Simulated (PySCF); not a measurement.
C$_{3}$H$_{8}$OSSi (SMILES C[SiH2]OC(C)=S)

| atom | x (Å) | y (Å) | z (Å) |
| --- | --- | --- | --- |
| C | -2.3438 | 0.0640 | -0.0209 |
| Si | -1.0451 | -1.0848 | 0.7416 |
| O | 0.4863 | -0.6262 | 0.2692 |
| C | 1.1591 | 0.4599 | 0.5598 |
| C | 2.5211 | 0.5355 | -0.0497 |
| S | 0.5734 | 1.6290 | 1.5301 |
| H | -2.2017 | 0.1636 | -1.0950 |
| H | -3.3459 | -0.3175 | 0.1460 |
| H | -2.2923 | 1.0606 | 0.4111 |
| H | -1.1062 | -1.0956 | 2.1995 |
| H | -0.9947 | -2.4122 | 0.1418 |
| H | 2.8744 | 1.5623 | -0.0609 |
| H | 2.5033 | 0.1267 | -1.0585 |
| H | 3.2112 | -0.0657 | 0.5440 |

Geometry: GFN2-xTB.

Computed with B3LYP/def2-SVPD, SCF density, gas phase in PySCF.

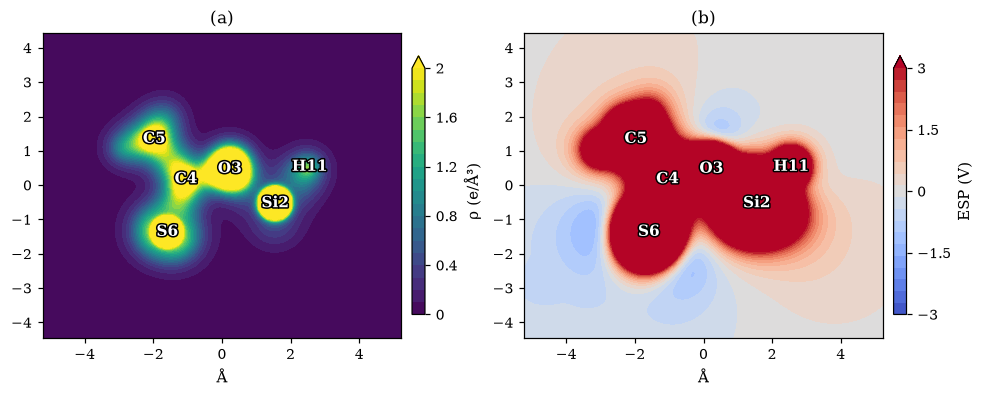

Figure 1. (a) electron density; (b) electrostatic potential on the plane of atoms C5, C4 and S6.

Describe what can be read from this map.

Atoms in the plane: Si, O, C, S and H. C–O (1.31 Å): the density is about 2.6 e/Å³ at the midpoint. C–C (1.49 Å): the density is about 1.8 e/Å³ at the midpoint. C–S (1.63 Å): the density is about 1.7 e/Å³ at the midpoint. Si–O (1.67 Å): the density is about 1 e/Å³ at the midpoint. Si–H (1.46 Å): ρ is about 0.81 e/Å³ halfway. Outside the dense part of the molecule the potential is most negative (−1.3 V) near S6.

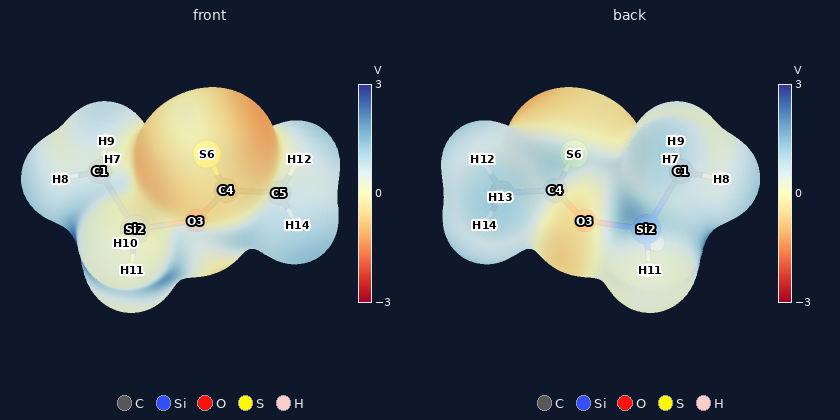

Figure 2. The electrostatic potential painted on the density surface at 0.004 e/bohr³, seen from the front and from behind; the colour scale runs from red (negative) to blue (positive).

Where is the surface potential most negative and most positive?

The most negative region (about −1.2 V) lies over S6, the most positive (about +2.6 V) over Si2.

What dipole moment does the calculation give?

Its dipole moment is 2.03 D.
